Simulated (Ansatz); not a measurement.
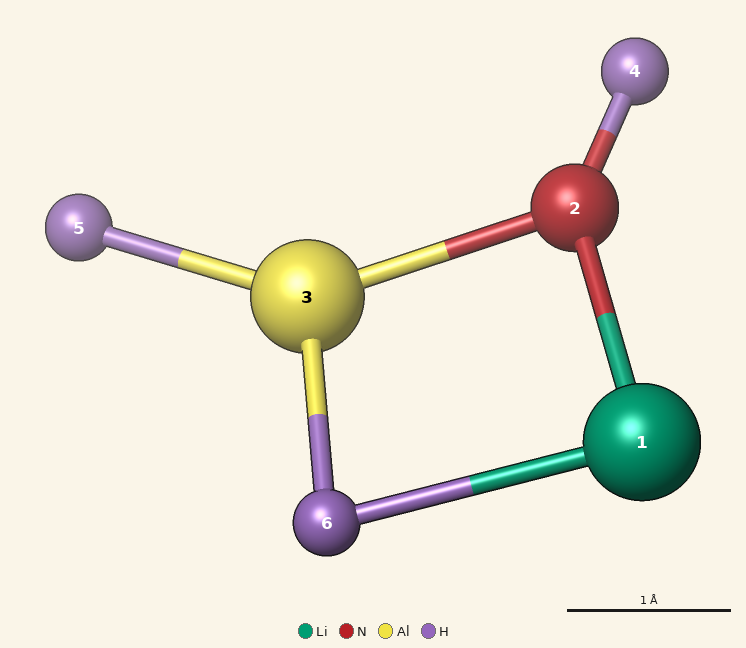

(Drawn from a calculation with Ansatz.)

Orthographic view. Depth is shown by fading: the farther an atom, the more it takes the colour of the background. Geometry: moved along internal coordinates away from the minimum.

Give the geometry as a Z-matrix, atoms in numerical order, with these reference atoms: 2 to 1; 3 to 2, 1; 4 to 2, 3, 1; 5 to 3, 2, 4; 6 to 3, 5, 2.

```
Li 
N    1   1.786
Al   2   1.735   1    89.2
H    2   1.008   3   126.5   1   180.0
H    3   1.586   2   140.5   4     0.0
H    3   1.644   5   119.2   2   180.0
```
